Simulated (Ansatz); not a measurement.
Consider AlF2H.

Input file:

```
crystal:
  periodic: [false, false, false]
  atoms:
    - { symbol: Al, position_ang: [0.0, 0.0, 0.0] }
    - { symbol: H, position_ang: [0.0, 0.0, 1.56] }
    - { symbol: F, position_ang: [1.4635, 0.0, -0.845] }
    - { symbol: F, position_ang: [-1.4635, 0.0, -0.845] }
basis:
  gaussian: { orbitals: def2-SVPD }
hamiltonian:
  xc: { name: BHLYP }
relax:
  f_tol: 0.02
  max_steps: 40
output:
  orbitals: {}
```

Launched as:

```sh
ansatz run input.yaml --threads 2 --pin off --max-ram 3072MiB --backend cpu --events-out ev --progress --plain --runs-dir out
```

The fields are those of the run's last geometry, not of the input's.

Level of theory: Ansatz 0.2.0, RKS BHLYP/def2-SVPD.

> What can the converged electron density and electron localisation function tell about the bonding?

Al–F (1.65 Å): ρ at the midpoint is about 0.82 e/Å³; the ELF peaks at about 0.85 in the valence shell of F, 0.6 Å from its nucleus, and is about 0.30 at the midpoint.
Al–H (1.55 Å): the density is about 0.6 e/Å³ at the midpoint; the ELF climbs to about 1 towards the hydrogen.

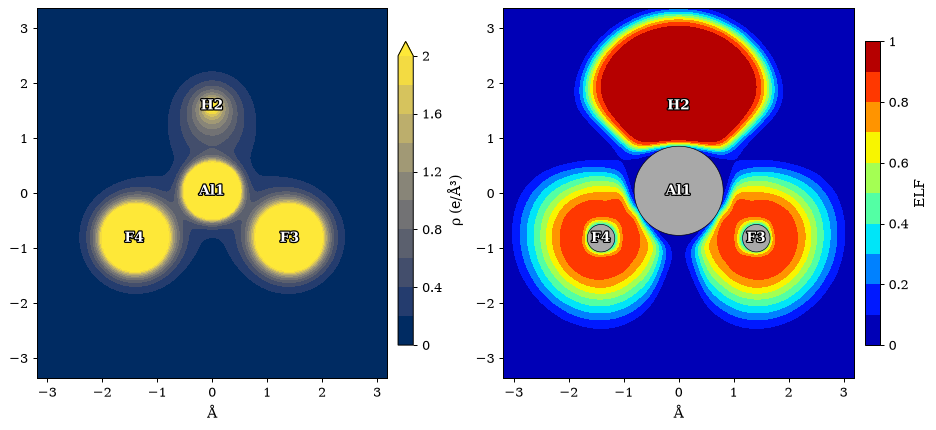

Computed electron density and electron localisation function on the molecular plane, in this order. Grey discs cover the atomic cores in the ELF map. 
